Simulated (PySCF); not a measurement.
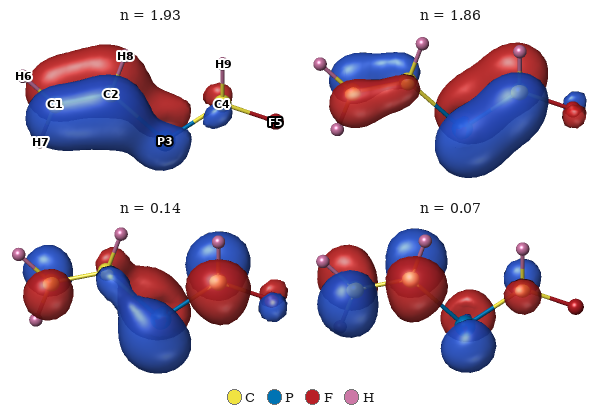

Figure 1: C3H4FP, SMILES `C=C/P=C/F`. Natural orbitals of the π active space, CASSCF(4,4), singlet state, in order of falling occupation.

Computed with PySCF, 6-31+G* basis, geometry: GFN2-xTB. No frequency check shows the geometry to be a minimum. GFN2-xTB bond lengths at metals and heavier atoms can be off by up to 0.1 Å and shapes distorted, which carries into these values.

Coordinates in Å:

```
C1       2.6376   -0.0878    0.0000
C2       1.3751   -0.4960    0.0000
P3      -0.0101    0.6677    0.0000
C4      -1.2450   -0.4651    0.0000
F5      -2.5330   -0.0890    0.0000
H6       3.4628   -0.7813    0.0000
H7       2.8930    0.9589    0.0000
H8       1.1365   -1.5529    0.0000
H9      -1.1498   -1.5453    0.0000
```

How multiconfigurational is the state?

Answer. The leading determinant weighs 0.90; the effective number of unpaired electrons, Σ n²(2−n)², is 0.17; the most occupied of the weakly occupied orbitals holds 0.14 e, as in an ordinary closed-shell π system. The active space lowers the energy by 1.52 eV against Hartree–Fock.

Where does the lowest triplet lie relative to the singlet, at this geometry and within this active space?

Answer. 2.79 eV above it by strongly contracted NEVPT2 (+2.61 eV by CASSCF); a small basis tends to put such gaps a few tenths of an eV too high. This is a vertical energy for π states alone; a state that uses lone pairs or σ orbitals may lie lower.
